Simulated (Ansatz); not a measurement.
Single-point calculation of GaHOF₂

System: GaHOF₂, SMILES [OH][Ga]([F])[F].
Method: RKS PBE0-D4/def2-TZVPP (Ansatz 0.2.0).

The geometry comes from this level: PBE0-D4/def2-TZVP.

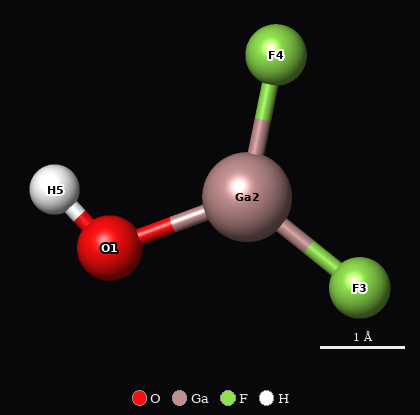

Fig. 1: The structure as given in the input (ball-and-stick view, seen on its broad side; atoms are numbered from 1 in the order of the input). Sticks mark near contacts.

Key numbers

- outcome: converged
- total energy: −59867.3450 eV
- mean-field energy: −59867.2854 eV
- dispersion energy: −0.0596 eV
- SCF solution under orbital rotations: stable
- HOMO: −9.99 eV
- LUMO: −1.78 eV
- hardware: 4 threads of Arm Neoverse V1, 23 GiB of memory available, shared host
- wall time: 1.1 s (CPU time 3.7 s)
- peak memory: 0.32 GiB

Input file
```yaml
crystal:
  periodic: [false, false, false]
  atoms:
    - {symbol: O, position_ang: [0.021227, 1.334424, 0.084289]}
    - {symbol: Ga, position_ang: [0.186123, -0.415058, 0.103773]}
    - {symbol: F, position_ang: [1.433421, -1.176672, 1.026604]}
    - {symbol: F, position_ang: [-0.882683, -1.452130, -0.791940]}
    - {symbol: H, position_ang: [-0.708088, 1.635835, -0.464227]}
basis:
  gaussian: {orbitals: def2-TZVPP}
hamiltonian: {xc: pbe0, dispersion: d4}
output: {orbitals: {seedname: orbitals}}
```

Command:
```bash
ansatz run in.yaml --threads 4 --pin off --events-out ev --progress --plain --max-ram 10444MiB
```

The program's output
```
Functional definition: PBE0
  name "PBE0"
  cite "Adamo & Barone, J. Chem. Phys. 110, 6158 (1999) doi:10.1063/1.478522"
  cite "Perdew, Burke & Ernzerhof, Phys. Rev. Lett. 77, 3865 (1996) doi:10.1103/PhysRevLett.77.3865"
  parent pbe
  parameter a = 0.25
  parameter kappa = 0.804
  parameter beta = 0.06672455060314922
  exchange = (1 - a)*pbe_x(kappa = kappa, mu = beta*pi^2/3) + a*exact_x
  correlation = pbe_c(beta = beta)
935 factors; their error is unknown
mean field evaluation 1: about -59858.4286 eV, gradient 7.7e1 eV
mean field evaluation 2: about -59836.2203 eV, gradient 1.4e2 eV
mean field evaluation 4: about -59866.9519 eV, gradient 9.3e0 eV
mean field evaluation 8: about -59867.2853 eV, gradient 2.0e-1 eV
mean field -59867.28534981 eV, -2200.0821571021 hartree, gradient 8.1e-5 eV, S^2 0.000000; 0 other end points of the search recorded, 0 dependent functions left out
reference -59867.28537495 eV, -2200.0821580261 hartree; 29, 29 occupied and 126, 126 virtual orbitals, 935 factors
Total energy: -59867.34499657 eV, -2200.0843490801 hartree
```

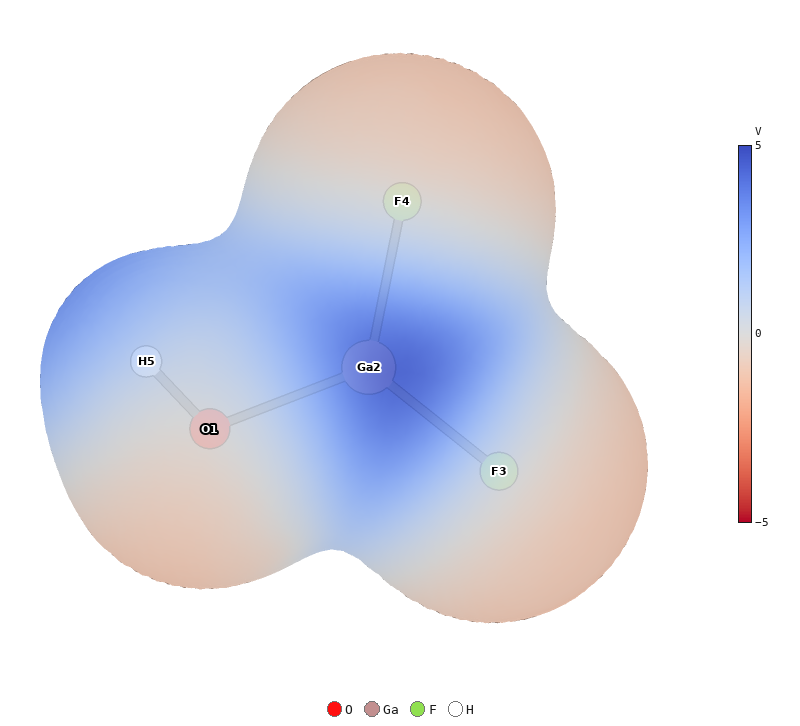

Fig. 2: The molecular electrostatic potential painted on the density surface at 0.002 e/bohr³, seen face on; the colour scale runs from red (negative) to blue (positive).

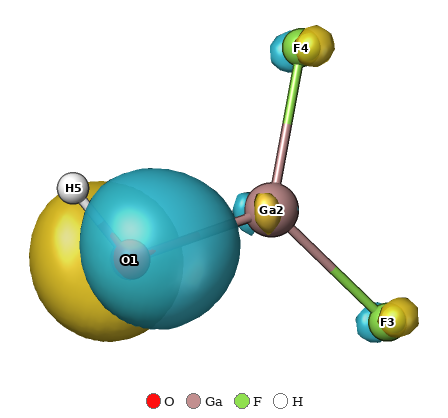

Fig. 3: One frontier orbital at ±0.2 Å⁻³ᐟ² (yellow and cyan are the two phases), seen at a tilt. The HOMO, at −9.99 eV.

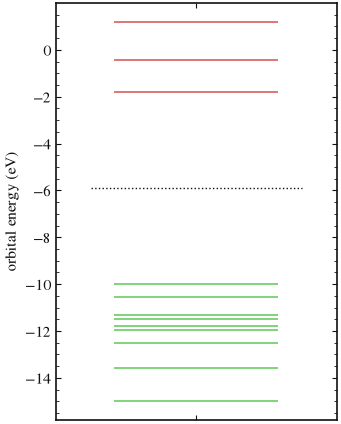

Fig. 4: Orbital energies near the frontier; the dotted line parts filled from empty levels, and levels within 0.02 eV of each other stand side by side. Highest filled −9.99 eV, lowest empty −1.78 eV, 8.21 eV apart.
